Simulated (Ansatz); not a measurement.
# Zn: response to strain

The reference is Zn in the hcp (Mg type) structure (space group P6_3/mmc, No. 194; a = 2.613 Å, c = 4.781 Å; relaxed with 0.1 eV smearing). Axes: x lies along a and z along c of the hexagonal cell.

Strains are applied to the cell and any free atomic positions relax.

Calculations: PBEsol, PAW, 420 eV (Ansatz, a program for electronic structure; no spin-orbit coupling).

Notes on the quantities. pressure: mean of the normal stresses, compression positive.

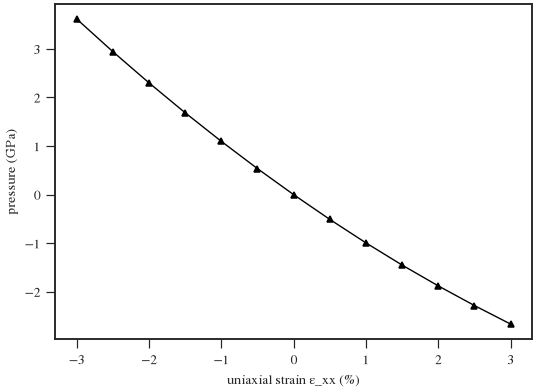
Pressure against uniaxial strain ε_xx

| uniaxial strain ε_xx (%) | pressure |
|---|---|
| -3 | 3.6 GPa |
| -2.5 | 2.9 GPa |
| -2 | 2.3 GPa |
| -1.5 | 1.7 GPa |
| -1 | 1.1 GPa |
| -0.5 | 0.5 GPa |
| 0.5 | -0.5 GPa |
| 1 | -1.0 GPa |
| 1.5 | -1.5 GPa |
| 2 | -1.9 GPa |
| 2.5 | -2.3 GPa |
| 3 | -2.7 GPa |

Stability against distortions was not tested.
